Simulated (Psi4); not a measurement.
# SnGeH6 (SMILES [GeH3][SnH3]) at HF/STO-3G

Aim: the vertical singlet–triplet gap of SnGeH6 at HF/STO-3G, from 2 runs. 

The calculation is run with Psi4 1.11.

3 further runs of the same task are left out: 3 set aside as unsound or not needed. Runs told in other sessions of the task aren't counted.

### 1 Starting point

SnGeH6 has 8 atoms, charge 0, and is taken as a singlet. As SMILES, `[GeH3][SnH3]`. The shape is that of a PBE0-D4/def2-TZVP optimisation.

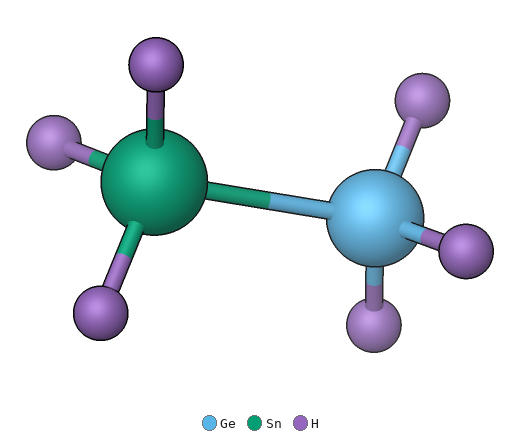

The structure, seen from a chosen angle (germanium blue, tin teal, hydrogen purple).

### 2 Energy and gradient at HF/STO-3G

job.json

```json
{
 "schema_name": "qcschema_input",
 "schema_version": 1,
 "molecule": {
  "schema_name": "qcschema_molecule",
  "schema_version": 2,
  "symbols": ["Ge", "Sn", "H", "H", "H", "H", "H", "H"],
  "geometry": [-1.42504247, 0.54008373, -1.96777181, 1.42012918, -0.54858749, 1.87517523, -3.45971059, 2.47043896, -1.20847986, -2.74652795, -1.84928599, -2.96120084, 0.16535104, 1.67524221, -4.11828014, -0.35451262, -1.76273653, 4.28060762, 3.64906115, -2.72914247, 1.04653033, 2.92510707, 2.09589524, 2.94816173],
  "molecular_charge": 0,
  "molecular_multiplicity": 1,
  "fix_symmetry": "c1",
  "fix_com": true,
  "fix_orientation": true
 },
 "driver": "gradient",
 "model": {
  "method": "hf",
  "basis": "STO-3G"
 },
 "keywords": {
  "puream": true,
  "e_convergence": 1e-09,
  "d_convergence": 1e-08,
  "scf_type": "pk",
  "scf_properties": ["QUADRUPOLE", "MAYER_INDICES", "MULLIKEN_CHARGES"]
 }
}
```

The run is started by

```bash
$ psi4 --qcschema job.json -n 1 --memory 2200MB
```

stdout:

```text
[...]
  Running in c1 symmetry.
[...]
  Nuclear repulsion =  445.383789965433380
[...]
  Multiplicity = 1
[...]
  Nalpha       = 44
  Nbeta        = 44
[...]
    Number of basis functions: 51
[...]
   @RHF iter   1: -8018.12877093093357   -5.83926e+00   1.44577e-02 ADIIS/DIIS
[...]
   @RHF iter   8: -8018.57862651030518   -2.72848e-12   2.77243e-09 DIIS
[...]
    Orbital Energies [Eh]
    ---------------------
    Doubly Occupied:
       1A   -1029.877871     2A   -400.521555     3A   -153.509620
       4A   -145.339159     5A   -145.339096     6A   -145.339096
       7A    -50.366362     8A    -45.429954     9A    -45.429940
      10A    -45.429940    11A    -29.585118    12A    -26.567261
      13A    -26.567015    14A    -26.567015    15A    -18.169310
      16A    -18.169310    17A    -18.169027    18A    -18.168616
      19A    -18.168615    20A     -6.452238    21A     -4.793230
      22A     -4.493647    23A     -4.493305    24A     -4.493305
      25A     -3.546368    26A     -3.544891    27A     -3.544891
      28A     -0.872313    29A     -0.872312    30A     -0.870503
      31A     -0.864867    32A     -0.864866    33A     -0.655667
      34A     -0.633033    35A     -0.633032    36A     -0.630708
[...]
  @RHF Final Energy: -8018.57862651030518
   => Energetics <=
    Nuclear Repulsion Energy =            445.3837899654333796
    One-Electron Energy =              -12022.6410118252388202
    Two-Electron Energy =                3558.6785953494995738
    Total Energy =                      -8018.5786265103051846
[...]
 Multipole Moments:
 ------------------------------------------------------------------------------------
     Multipole            Electronic (a.u.)      Nuclear  (a.u.)        Total (a.u.)
 ------------------------------------------------------------------------------------
 L = 1.  Multiply by 2.5417464519 to convert [e a0] to [Debye]
 Dipole X            :        -25.5468975           25.5838681            0.0369705
 Dipole Y            :         10.2321899          -10.2462837           -0.0140938
 Dipole Z            :        -30.7282815           30.7774024            0.0491209
 Magnitude           :                                                    0.0630739
 L = 2.  Multiply by 1.3450342976 to convert [e a0^2] to [Debye ang]
 Quadrupole XX       :       -241.3431231          207.3601497          -33.9829734
 Quadrupole XY       :         70.0724326          -69.9758698            0.0965628
[...]
  Mulliken Charges: (a.u.)
   Center  Symbol    Alpha    Beta     Spin     Total
       1    GE    15.85066 15.85066  0.00000  0.29869
       2    SN    24.69216 24.69216  0.00000  0.61568
       3     H     0.56270  0.56270  0.00000 -0.12540
       4     H     0.56270  0.56270  0.00000 -0.12540
       5     H     0.56271  0.56271  0.00000 -0.12542
       6     H     0.58970  0.58970  0.00000 -0.17941
       7     H     0.58968  0.58968  0.00000 -0.17937
       8     H     0.58969  0.58969  0.00000 -0.17938
   Total alpha = 44.00000, Total beta = 44.00000, Total charge =  0.00000
[...]
  -Total Gradient:
     Atom            X                  Y                   Z
    ------   -----------------  -----------------  -----------------
       1        0.016794430831    -0.006456778793     0.022719064759
       2       -0.012262624644     0.004711652432    -0.016642059418
       3       -0.027802658205     0.027169184866     0.012793542308
       4       -0.017561315774    -0.034824313256    -0.012369889026
       5        0.024230425825     0.015759500168    -0.028968496228
       6       -0.014219673852    -0.009951176181     0.019856081522
       7        0.018355821281    -0.017824715176    -0.006422932781
       8        0.012465594660     0.021416645965     0.009034690841
[...]
```

The result, in JSON:

```text
{
 "driver": "gradient",
 "model": {
  "method": "hf",
  "basis": "STO-3G"
 },
 "success": true,
 "return_result": [0.016794430830674327, -0.006456778792950474, 0.022719064759479157, -0.012262624644256447, 0.004711652432021377, -0.016642059418154755, -0.027802658205250963, 0.027169184865934753, 0.012793542307957095, -0.017561315773543695, -0.03482431325605234, -0.012369889026271813, 0.02423042582543819, 0.015759500167581084, -0.028968496227636503, -0.014219673851505979, -0.009951176181358323, 0.01985608152216148, 0.018355821281151402, -0.017824715176445155, -0.006422932780590737, 0.012465594659821042, 0.02141664596522566, 0.009034690840924023],
 "properties": {
  "calcinfo_nbasis": 51,
  "calcinfo_nmo": 51,
  "calcinfo_nalpha": 44,
  "calcinfo_nbeta": 44,
  "calcinfo_natom": 8,
  "nuclear_repulsion_energy": 445.3837899654334,
  "return_energy": -8018.578626510305,
  "return_gradient": [0.016794430830674327, -0.006456778792950474, 0.022719064759479157, -0.012262624644256447, 0.004711652432021377, -0.016642059418154755, -0.027802658205250963, 0.027169184865934753, 0.012793542307957095, -0.017561315773543695, -0.03482431325605234, -0.012369889026271813, 0.02423042582543819, 0.015759500167581084, -0.028968496227636503, -0.014219673851505979, -0.009951176181358323, 0.01985608152216148, 0.018355821281151402, -0.017824715176445155, -0.006422932780590737, 0.012465594659821042, 0.02141664596522566, 0.009034690840924023],
  "scf_one_electron_energy": -12022.641011825239,
  "scf_two_electron_energy": 3558.6785953494996,
  "scf_dipole_moment": [0.036970510235562415, -0.014093806246739504, 0.049120915723740666],
  "scf_total_energy": -8018.578626510305,
  "scf_total_gradient": [0.016794430830674327, -0.006456778792950474, 0.022719064759479157, -0.012262624644256447, 0.004711652432021377, -0.016642059418154755, -0.027802658205250963, 0.027169184865934753, 0.012793542307957095, -0.017561315773543695, -0.03482431325605234, -0.012369889026271813, 0.02423042582543819, 0.015759500167581084, -0.028968496227636503, -0.014219673851505979, -0.009951176181358323, 0.01985608152216148, 0.018355821281151402, -0.017824715176445155, -0.006422932780590737, 0.012465594659821042, 0.02141664596522566, 0.009034690840924023],
  "scf_iterations": 8
 }
}
```

Run time: 2.5 s. Hardware: 1 thread of Intel Xeon 6975P-C (Granite Rapids), shared host; peak memory 0.2 GiB.

### 3 The triplet

geh6sn.inp

```
memory 2200 MB

molecule mol {
  0 3
  Ge    -0.754100     0.285800    -1.041300
  Sn     0.751500    -0.290300     0.992300
  H     -1.830800     1.307300    -0.639500
  H     -1.453400    -0.978600    -1.567000
  H      0.087500     0.886500    -2.179300
  H     -0.187600    -0.932800     2.265200
  H      1.931000    -1.444200     0.553800
  H      1.547900     1.109100     1.560100
  units angstrom
  symmetry c1
}

set reference uhf
set puream true
set e_convergence 1e-09
set d_convergence 1e-08
set scf_type pk
set maxiter 100

energy_value = gradient('hf/STO-3G')
```

The run is started by

```bash
$ psi4 geh6sn.inp geh6sn.out -n 1
```

geh6sn.out (excerpt; [...] marks lines left out):

```text
[...]
  Running in c1 symmetry.
[...]
  Nuclear repulsion =  445.383789312363604
[...]
  Multiplicity = 3
[...]
  Nalpha       = 45
  Nbeta        = 43
[...]
    Number of basis functions: 51
[...]
   @UHF iter   1: -8017.56110602764784   -5.27159e+00   1.48956e-02 ADIIS/DIIS
[...]
   @UHF iter  15: -8018.23713167375263   -7.27596e-12   2.62964e-09 DIIS
[...]
   @S^2 Observed:                2.008881253E+00
[...]
  @UHF Final Energy: -8018.23713167375263
   => Energetics <=
    Nuclear Repulsion Energy =            445.3837893123636036
    One-Electron Energy =              -12023.3704120558777504
    Two-Electron Energy =                3559.7494910697619162
    Total Energy =                      -8018.2371316737517191
  UHF NO Occupations:
  HONO-2 :   43  A 1.9988490
  HONO-1 :   44  A 1.0000000
  HONO-0 :   45  A 1.0000000
  LUNO+0 :   46  A 0.0011510
  LUNO+1 :   47  A 0.0011484
[...]
 Multipole Moments:
 ------------------------------------------------------------------------------------
     Multipole            Electronic (a.u.)      Nuclear  (a.u.)        Total (a.u.)
 ------------------------------------------------------------------------------------
 L = 1.  Multiply by 2.5417464519 to convert [e a0] to [Debye]
 Dipole X            :          2.9223623           -3.0857443           -0.1633820
 Dipole Y            :         -1.1183547            1.1807047            0.0623501
 Dipole Z            :          3.9459167           -4.1657952           -0.2198786
 Magnitude           :                                                    0.2809409
[...]
  -Total Gradient:
     Atom            X                  Y                   Z
    ------   -----------------  -----------------  -----------------
       1        0.135431887312    -0.051773093410     0.182739722345
       2       -0.123959970540     0.047363430628    -0.167220732841
       3       -0.027103348783     0.025990188126     0.010993649763
       4       -0.017409991079    -0.032612484910    -0.012778764437
       5        0.022064404873     0.015220599193    -0.028524956458
       6       -0.016249765410    -0.009332413577     0.017500875597
       7        0.016575126206    -0.017242009963    -0.009175430528
       8        0.010651657529     0.022385783877     0.006465636554
[...]
```

Wall time 2.5 s (1 thread of Intel Xeon 6975P-C (Granite Rapids), shared host); peak memory 0.2 GiB.

### 4 Outcome

At HF/STO-3G:

| quantity | value |
| --- | --- |
| singlet: total energy | -8018.57863 Eh |
| singlet: dipole moment | 0.16 D |
| singlet: HOMO energy | -8.22 eV |
| singlet: LUMO energy | 10.21 eV |
| singlet: HOMO–LUMO gap | 18.43 eV |
| singlet: largest force on an atom | 2.104 eV/Å |
| triplet: total energy | -8018.23713 Eh |
| triplet: dipole moment | 0.71 D |
| triplet: HOMO energy (highest over α and β) | 0.96 eV |
| triplet: LUMO energy (lowest over α and β) | 0.98 eV |
| triplet: ⟨S²⟩ | 2.009 |
| triplet: largest force on an atom | 11.995 eV/Å |
| vertical energy of the triplet above the singlet | 9.293 eV |

At this shape the triplet lies 9.29 eV (897 kJ/mol) above the singlet. The largest force (singlet) is 2.10 eV/Å: the shape isn't a stationary point for this species at this level. In a minimal basis such a difference can be off by several eV, whatever the method. Mulliken charges (singlet) run from -0.18 on H6 to +0.62 on Sn2; they depend strongly on the basis. Relativity is left out (singlet) although the molecule holds a heavy atom. Relativity is left out (triplet) although the molecule holds a heavy atom.
